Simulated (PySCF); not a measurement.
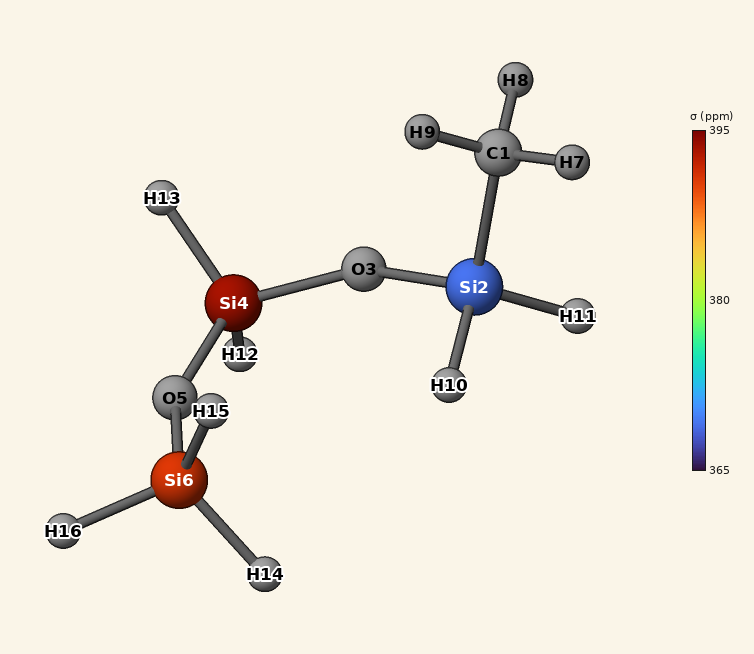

Atoms are coloured by their isotropic NMR shieldings (Si only, the others grey). The geometry was computed by an optimisation with PBE0-D3(BJ)/def2-SVP. No frequency run is at hand to confirm it as a minimum. Properties computed with GIAO PBE0/pcSseg-1 NMR shielding, non-relativistic, gas phase (PySCF 2.14.0).

Give the isotropic NMR shieldings of the Si atoms atom by atom.

| atom | σ (ppm) |
| --- | --- |
| Si2 | 369.1 |
| Si4 | 393.4 |
| Si6 | 390.8 |
